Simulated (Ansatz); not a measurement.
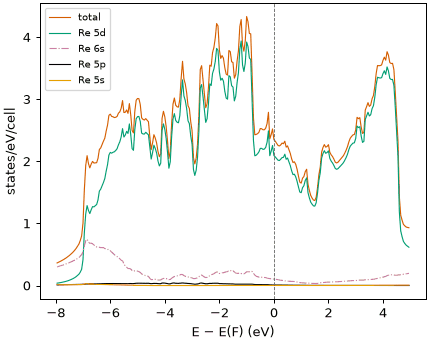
Total and projected density of states of Re (9R (Sm type), R-3m), r²SCAN (plane waves, PAW; program Ansatz)

Task: Which orbitals carry the states next to the Fermi level?

Result: Within 0.5 eV of the Fermi level: Re 5d 89 %, outside the projected shells 6 %. Projections are on Löwdin-orthogonalised atomic valence shells; empty p or d shells of many metals are not among them.

Task: Where is the tallest occupied peak in this window, and what makes it?

Result: Near -1.0 eV, about 4.3 states/eV per cell; the largest projected share is Re 5d.

The first step of the workflow began from a Materials Project structure, measured or hypothetical; the Crystallography Open Database copy checked does not list it. It is not the phase usual at ambient conditions (space group No. 194). The r²SCAN relaxation kept the symmetry of its start; its stability against distortions is not shown here. The run is not spin-polarised. Scalar-relativistic: spin–orbit coupling is off unless named, which matters more the heavier the elements.

Potentials: the later of the program's two PAW sets.
